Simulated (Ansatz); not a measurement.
Consider H$_{2}$OS$_{3}$.

| atom | x (Å) | y (Å) | z (Å) |
| --- | --- | --- | --- |
| O | 0.2759 | 1.1842 | -1.0227 |
| S | 0.4382 | 1.3498 | 0.4467 |
| S | 1.1226 | -0.3746 | 1.2941 |
| S | -0.1253 | -2.1298 | 1.0628 |
| H | 1.9904 | -0.7562 | 0.3334 |
| H | -0.4670 | -1.7929 | -0.1948 |

Geometry: PBE0-D4/def2-TZVP.

Method: Ansatz 0.2.0, RKS PBE0-D4/def2-TZVPP.

Q: What will maps of the electron density and electron localisation function show?

A: S–S (2.04 Å): the density is about 1 e/Å³ at the midpoint; the ELF peaks at about 0.85 between the atoms: localised, covalent bonding.
S–S (2.17 Å): the density is about 0.84 e/Å³ at the midpoint; the ELF peaks at about 0.85 between the atoms (localised, covalent bonding).

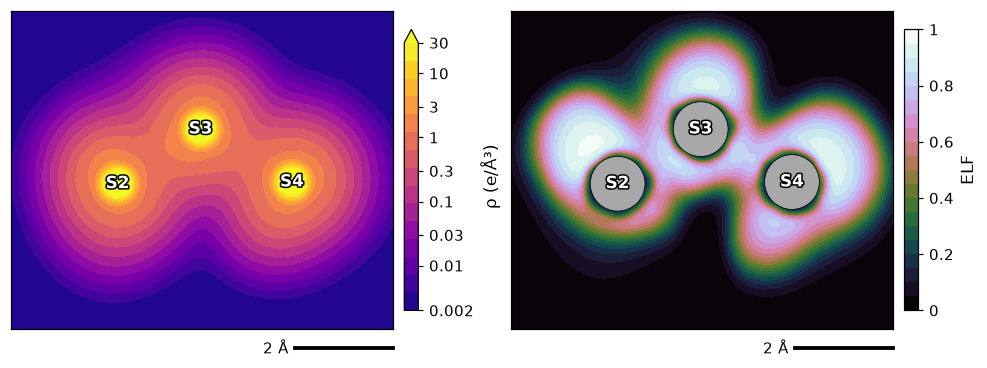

Computed electron density and electron localisation function on the plane of atoms S2, S3 and S4, in this order. Grey discs cover the atomic cores in the ELF map. 
